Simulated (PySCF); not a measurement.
**C₂H₄BBr: geometry, electronic excitations**

What electronic excitations should C₂H₄BBr (`B/C=C\Br`) show?

Computed with PySCF 2.14.0, with density-fitted response routines of our own, on a single molecule in the gas phase. Atoms are numbered from 0 throughout.

### 1 The starting structure

8 atoms, charge 0, multiplicity 1; geometry from: GFN2-xTB. The atoms were then displaced at random by about 0.01 Å, so the start is not that level's minimum.

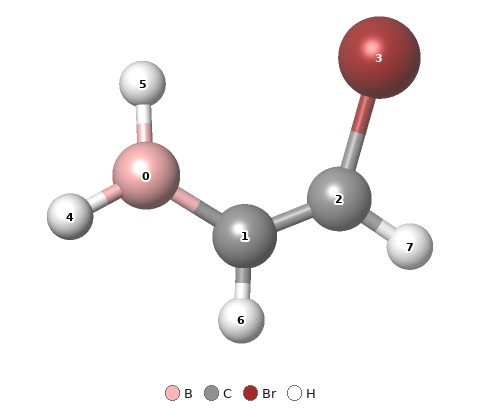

As it starts; boron pink, carbon grey, bromine red, hydrogen white, atoms numbered.

### 2 Relaxing the molecule at PBE0-D3(BJ)/def2-SVP

Job settings and geometry (Å):

```
{"job": {"xc": "PBE0", "basis": "def2-SVP", "d3": "d3bj", "grid": 1, "shake": 0.01, "kind": "geom"}, "charge": 0, "multiplicity": 1}
B     -1.316200     0.107070     0.027330
C      0.031310    -0.573590     0.045060
C      1.218900     0.000230    -0.058890
Br     1.574700     1.858450    -0.210120
H     -2.285500    -0.464170     0.360980
H     -1.438890     1.241240    -0.347430
H      0.082740    -1.650680     0.160130
H      2.188070    -0.537690    -0.029530
```

On the command line:

```sh
$ OMP_NUM_THREADS=1 python probes_run.py task.json out
```

The driver reads the jobs from task.json and runs them one after another.

Log:

```text
step   0  E = -2676.75639027  max force = 0.036215
step   1  E = -2676.75892825  max force = 0.004088
step   2  E = -2676.75903674  max force = 0.001198
step   3  E = -2676.75901497  max force = 0.001722
step   4  E = -2676.75907498  max force = 0.000666
step   5  E = -2676.75909539  max force = 0.000692
step   6  E = -2676.75910193  max force = 0.000376
optimisation converged
```

Wall time 20 s (1 thread of Arm Neoverse V2, shared host); peak memory 0.38 GiB.

Step by step:

| step | energy from step 0 (eV) | largest force component (eV/Å) |
| --- | --- | --- |
| 0 | 0.0000 | 1.8623 |
| 1 | -0.0691 | 0.2102 |
| 2 | -0.0720 | 0.0616 |
| 3 | -0.0714 | 0.0885 |
| 4 | -0.0731 | 0.0342 |
| 5 | -0.0736 | 0.0356 |
| 6 | -0.0738 | 0.0193 |

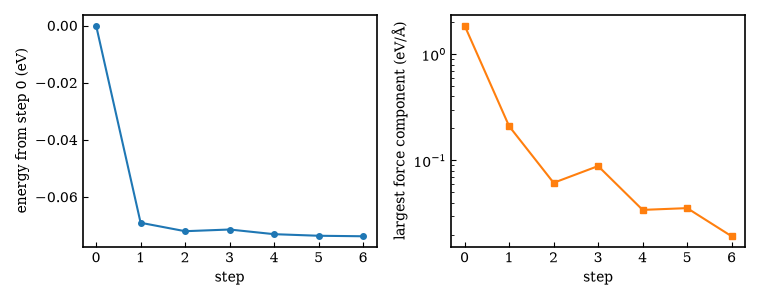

Energy and largest force along the relaxation.

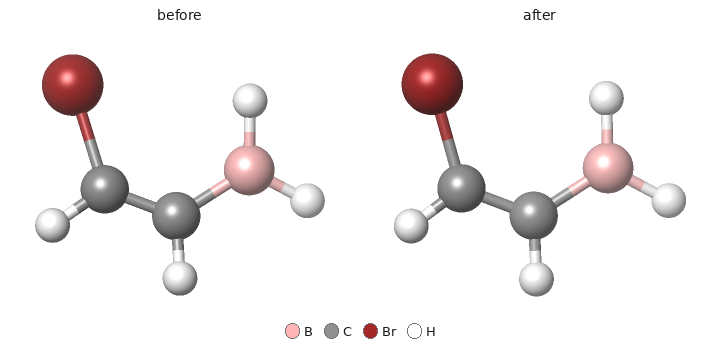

The geometry before (left) and after (right).

Close pairs (by a distance rule), those that changed most:

| bond | before (Å) | after (Å) | change (Å) |
| --- | --- | --- | --- |
| B0–H4 | 1.174 | 1.208 | +0.035 |
| B0–C1 | 1.510 | 1.541 | +0.032 |
| C2–Br3 | 1.898 | 1.871 | -0.027 |
| C1–C2 | 1.323 | 1.346 | +0.023 |
| C2–H7 | 1.109 | 1.094 | -0.014 |
| C1–H6 | 1.084 | 1.098 | +0.013 |
| B0–H5 | 1.201 | 1.206 | +0.006 |

The final coordinates are the input of the step that follows.

| at the end point | value |
| --- | --- |
| rotational constants (GHz, main isotopes) | 14.117, 2.555, 2.163 |
| dipole moment (D) | 1.50 |

### 3 Excited states and response: PBE0/aug-cc-pVTZ

Job settings and geometry (Å):

```
{"job": {"kind": "uv", "xc": "PBE0", "basis": "aug-cc-pVTZ"}, "charge": 0, "multiplicity": 1}
B     -1.333547     0.134974     0.052712
C      0.039512    -0.562815     0.111726
C      1.245593    -0.000433    -0.093298
Br     1.573990     1.793254    -0.511745
H     -2.335448    -0.489636     0.310544
H     -1.419537     1.299896    -0.249162
H      0.099018    -1.633389     0.346815
H      2.182559    -0.562645    -0.030894
```

Level: TDDFT PBE0/aug-cc-pVTZ, vertical, gas phase, core orbitals frozen in the response.

Log:

```text
coarse grid: 32760 points
cycle   1  E = -2677.1894566042  dE = -7.907e-01  |g| = 3.853e-01  |ddm| = 7.446e+00
cycle   2  E = -2677.1367961464  dE =  5.266e-02  |g| = 5.716e-01  |ddm| = 1.560e+00
cycle   3  E = -2677.2200416932  dE = -8.325e-02  |g| = 1.055e-01  |ddm| = 8.909e-01
cycle   4  E = -2677.2226116207  dE = -2.570e-03  |g| = 3.016e-02  |ddm| = 2.065e-01
cycle   5  E = -2677.2228130284  dE = -2.014e-04  |g| = 1.048e-02  |ddm| = 5.547e-02
cycle   6  E = -2677.2228476358  dE = -3.461e-05  |g| = 1.392e-03  |ddm| = 1.924e-02
cycle   7  E = -2677.2228481802  dE = -5.444e-07  |g| = 3.423e-04  |ddm| = 3.071e-03
final grid: 68192 points
cycle   8  E = -2677.2228246074  dE = -3.068e-08  |g| = 3.958e-04  |ddm| = 1.435e-02
cycle   9  E = -2677.2228245437  dE =  6.367e-08  |g| = 6.375e-04  |ddm| = 1.580e-03
cycle  10  E = -2677.2228246455  dE = -1.018e-07  |g| = 9.585e-05  |ddm| = 9.203e-04
cycle  11  E = -2677.2228246479  dE = -2.441e-09  |g| = 7.418e-06  |ddm| = 1.513e-04
cycle  12  E = -2677.2228246479  dE = -1.364e-11  |g| = 4.366e-06  |ddm| = 2.187e-05
converged SCF energy = -2677.2228246479

Static polarisability (au): isotropic 64.700, principal 43.756 60.401 89.942

Singlet excitations
state   eV       nm        f      main configurations
  1   4.5249    274.0   0.01354   H-1->L 0.88, H->L 0.09
  2   4.5906    270.1   0.17297   H->L 0.88, H-1->L 0.09
  3   5.1374    241.3   0.00019   H-2->L 0.96
  4   5.5302    224.2   0.00235   H-3->L 0.98
  5   6.2344    198.9   0.00115   H->L+1 0.81, H->L+2 0.13
  6   6.7248    184.4   0.00051   H->L+2 0.83, H->L+1 0.14
  7   6.7876    182.7   0.01373   H-1->L+1 0.73, H-1->L+2 0.12
  8   6.8463    181.1   0.08470   H-4->L 0.84
  9   7.3603    168.4   0.00335   H-5->L 0.56, H->L+3 0.27, H->L+5 0.09
 10   7.3923    167.7   0.03691   H-1->L+2 0.79, H-1->L+1 0.13

Triplet excitations (Tamm-Dancoff, eV): 3.0714 4.2621 4.6830 5.0679
```

Run time: 42 s. Hardware: 1 thread of Arm Neoverse V2, shared host; peak memory 0.97 GiB.

Frontier orbitals and where they lie:

| orbital | eV | atoms |
| --- | --- | --- |
| HOMO−3 | -9.79 | B0 27 %, C1 26 %, H4 14 % |
| HOMO−2 | -9.34 | B0 36 %, H5 20 %, H4 15 % |
| HOMO−1 | -8.43 | Br3 70 %, C2 14 %, B0 6 % |
| HOMO | -7.83 | Br3 43 %, C1 24 %, C2 20 % |
| LUMO | -2.50 | B0 32 %, C2 23 %, C1 18 % |
| LUMO+1 | -0.12 | Br3 50 %, C2 21 %, H7 16 % |
| LUMO+2 | -0.08 | H7 26 %, H6 22 %, Br3 15 % |

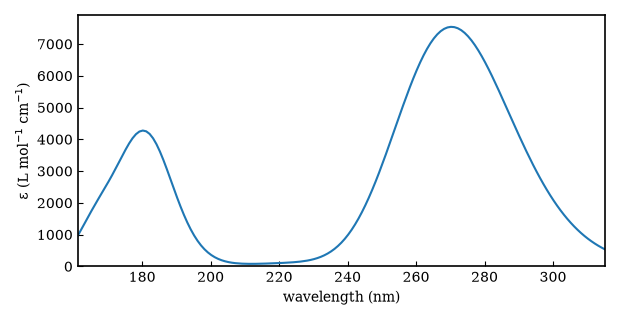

Absorption spectrum: each of the 10 states is a Gaussian band of 0.4 eV half-width at 1/e. Beyond the last state computed it falls off for lack of states.

Further results of this job:

| property | computed |
| --- | --- |
| dipole moment (D) | 1.47 |
| polarisability (Å³) | 9.59 |
| HOMO–LUMO gap (eV) | 5.33 |
| −ε(HOMO) (eV) | 7.83 |

### 4 Ultraviolet spectrum: PBE0/def2-TZVPD

Same as in step 3 but for these lines:

```diff
@@ -1,2 +1,2 @@
-{"job": {"kind": "uv", "xc": "PBE0", "basis": "aug-cc-pVTZ"}, "charge": 0, "multiplicity": 1}
+{"job": {"kind": "uv", "xc": "PBE0", "basis": "def2-TZVPD"}, "charge": 0, "multiplicity": 1}
 B     -1.333547     0.134974     0.052712
```

Method: TDDFT PBE0/def2-TZVPD, vertical, gas phase, core orbitals frozen in the response.

Log:

```text
coarse grid: 32760 points
cycle   1  E = -2677.1434746502  dE = -8.011e-01  |g| = 4.227e-01  |ddm| = 2.756e+00
cycle   2  E = -2677.0905583697  dE =  5.292e-02  |g| = 5.910e-01  |ddm| = 1.095e+00
cycle   3  E = -2677.1737676847  dE = -8.321e-02  |g| = 1.299e-01  |ddm| = 5.542e-01
cycle   4  E = -2677.1777830350  dE = -4.015e-03  |g| = 2.853e-02  |ddm| = 1.231e-01
cycle   5  E = -2677.1779315316  dE = -1.485e-04  |g| = 1.274e-02  |ddm| = 3.612e-02
cycle   6  E = -2677.1779817722  dE = -5.024e-05  |g| = 1.197e-03  |ddm| = 1.305e-02
cycle   7  E = -2677.1779821551  dE = -3.829e-07  |g| = 3.177e-04  |ddm| = 1.870e-03
final grid: 68192 points
cycle   8  E = -2677.1779742534  dE = -1.587e-08  |g| = 3.597e-04  |ddm| = 8.868e-03
cycle   9  E = -2677.1779742013  dE =  5.217e-08  |g| = 5.805e-04  |ddm| = 9.208e-04
cycle  10  E = -2677.1779742845  dE = -8.321e-08  |g| = 8.159e-05  |ddm| = 4.182e-04
cycle  11  E = -2677.1779742864  dE = -1.904e-09  |g| = 8.884e-06  |ddm| = 9.545e-05
cycle  12  E = -2677.1779742864  dE = -2.274e-11  |g| = 4.583e-06  |ddm| = 1.439e-05
converged SCF energy = -2677.1779742864

Static polarisability (au): isotropic 64.580, principal 43.643 60.310 89.787

Singlet excitations
state   eV       nm        f      main configurations
  1   4.5291    273.8   0.01204   H-1->L 0.89
  2   4.5983    269.6   0.17521   H->L 0.89
  3   5.1397    241.2   0.00020   H-2->L 0.96
  4   5.5326    224.1   0.00231   H-3->L 0.98
  5   6.2405    198.7   0.00108   H->L+1 0.95
  6   6.7924    182.5   0.01282   H-1->L+1 0.87
  7   6.8557    180.8   0.08733   H-4->L 0.85
  8   6.9199    179.2   0.00133   H->L+2 0.97
  9   7.3885    167.8   0.00181   H-5->L 0.94
 10   7.5829    163.5   0.04769   H-1->L+2 0.93

Triplet excitations (Tamm-Dancoff, eV): 3.0718 4.2660 4.6867 5.0703
```

Run time: 22 s. Hardware: 1 thread of Arm Neoverse V2, shared host; peak memory 0.89 GiB.

This run: HOMO -7.83 eV, LUMO -2.50 eV; lowest singlet 4.53 eV.

### 5 Comparing the runs: electronic excitations

Excitations and ground-state properties, with basis size and wall time:

| run | lowest singlet (eV) | brightest (eV) | f | gap (eV) | α (Å³) | μ (D) | functions | time |
| --- | --- | --- | --- | --- | --- | --- | --- | --- |
| PBE0/aug-cc-pVTZ | 4.52 | 4.59 | 0.173 | 5.33 | 9.59 | 1.47 | 289 | 42 s |
| PBE0/def2-TZVPD | 4.53 | 4.60 | 0.175 | 5.33 | 9.57 | 1.48 | 204 | 22 s |

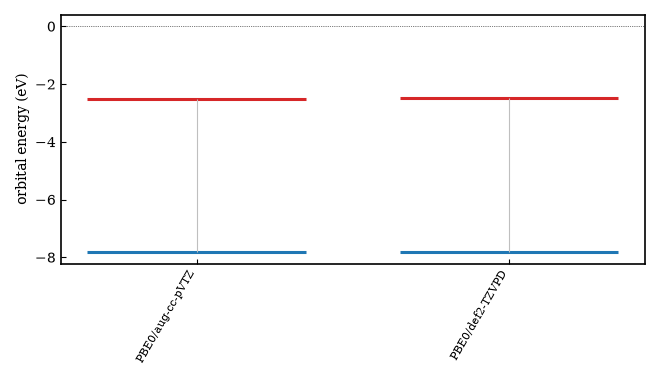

HOMO (blue) and LUMO (red) run by run.

### 6 Outcome

| quantity | value |
| --- | --- |
| rotational constants (main isotopes) | 14.12, 2.55, 2.16 GHz |
| lowest singlet (PBE0/aug-cc-pVTZ) | 4.52 eV (274 nm), f = 0.014 |
| brightest single state of those computed | state 2, 4.59 eV, f = 0.173 |
| lowest triplet | 3.07 eV |
| range of the lowest singlet | 4.52 to 4.53 eV |

The start of the PBE0/def2-SVP relaxation was shaken at random by about 0.01 Å, so part of the energy gained, and of the first lengths quoted, undoes that. Over 6 steps the energy fell by 0.074 eV; of the close pairs, B0–H4 changed most, 1.174 to 1.208 Å. No frequency check was run at this level, so the end point may be a saddle. The first singlet state (HOMO−1→LUMO 0.88, HOMO→LUMO 0.09) lies at 4.52 eV and is weak; of the 10 states computed, the strongest absorption comes from state 2 at 4.59 eV. The lowest triplet lies 1.45 eV below the lowest singlet (triplets in Tamm-Dancoff, singlets in full TDDFT).
